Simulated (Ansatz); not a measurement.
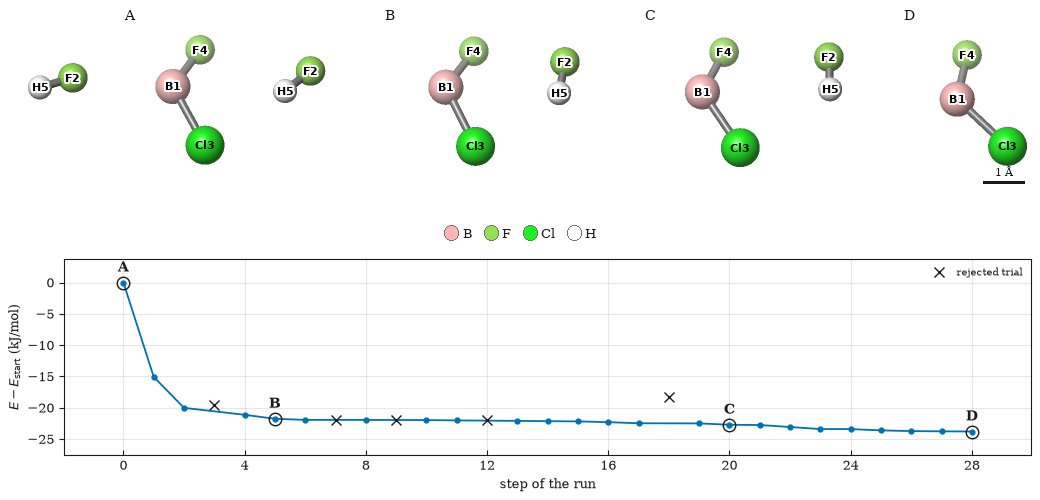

Frames of a relaxation of BHClF2 (multiplicity 2), marked on the history of the run. A ball-and-stick model, seen at a tilt.

The run prepares an end point of a later path (reaction) calculation, from a guessed geometry.

All numbers below come from Ansatz 0.2.0, UHF/def2-SVP.

Input
```yaml
crystal:
  periodic: [false, false, false]
  atoms:
    - { symbol: B, position_ang: [-0.033862, 0.0, -0.336043] }
    - { symbol: F, position_ang: [-0.140851, 0.0, 2.20583] }
    - { symbol: Cl, position_ang: [1.568358, 0.0, -1.079287] }
    - { symbol: F, position_ang: [-1.09907, 0.0, -1.077873] }
    - { symbol: H, position_ang: [0.173126, 0.0, 3.057373] }
magnetization:
  spin_polarized: true
  initial_magnetization: 1
basis:
  gaussian: { orbitals: def2-SVP }
hamiltonian:
  xc: hf
relax:
  f_tol: 0.03
  max_steps: 50
```

Launched with:
```bash
ansatz run input.yaml --threads 1 --pin off --max-ram 2048MiB --backend cpu --events-out ev --progress --plain --runs-dir out
```

**Describe the path.**

The largest move after the best rigid fit is that of F2, 0.80 Å. Largest moves by element: F 0.80 Å, Cl 0.57 Å, B 0.36 Å, H 0.26 Å. Near-neighbour distances that change, for instance: B1–Cl3 1.766 → 1.753 Å, B1–F4 1.298 → 1.290 Å, F2–H5 0.908 → 0.901 Å. Over 23 accepted moves (28 points after the start) the energy falls by 23.8 kJ/mol. Largest force component: 1 eV/Å at the start, 0.024 eV/Å at the end. The line search rejected the trial steps at points 3, 7, 9, 12, 18 of the run. The forces were under the threshold at step 10, but the run went on from there. The run took 23 s on 1 thread of Arm Neoverse V2, with other jobs on the host, peak memory 0.12 GiB. From step 0 to 5: F2 moves most (0.58 Å), energy −21.8 kJ/mol. From step 5 to 20: H5 moves most (0.36 Å), energy −0.96 kJ/mol. From step 20 to 28: F4 moves most (0.46 Å), energy −1.08 kJ/mol.

Limits of the set-up: the start holds two separate molecules, 2.5 Å apart at their closest, whose relative position is a soft coordinate and is computed without a dispersion correction; Hartree-Fock leaves out electron correlation.
